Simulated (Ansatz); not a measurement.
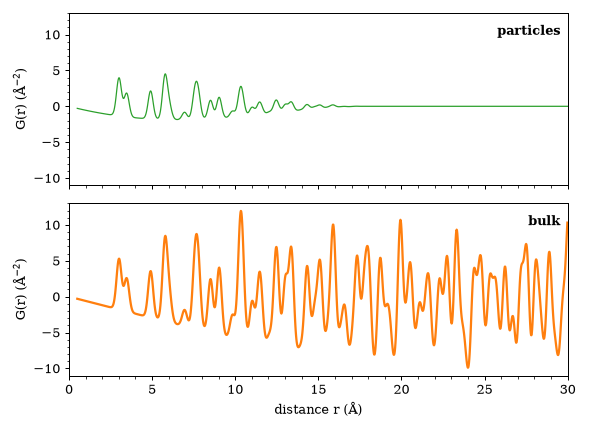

Computed X-ray G(r), with each pair weighted by the product of the atomic numbers (X-ray weights at Q = 0) and a uniform peak width σ = 0.15 Å, for spherical particles of BiAu₃ with the bulk structure: the bulk G(r) is multiplied by the envelope of a sphere of diameter D, 1 − 3r/2D + r³/2D³, with no surface relaxation. The number density is 0.0474 atoms per Å³. It is based on the geometry relaxed with DFT PBE, scalar-relativistic, plane waves, PAW (Ansatz); the starting structure was generated, so it need not be a known form of this composition.

### How large are the particles?

About 18 Å (1.8 nm): the signal is half of the bulk amplitude at r ≈ 6.2 Å and vanishes at r = D, fading from view somewhat earlier.

### Roughly how many atoms does one particle hold?

About 140 (number density 0.0474 Å⁻³ times πD³/6).
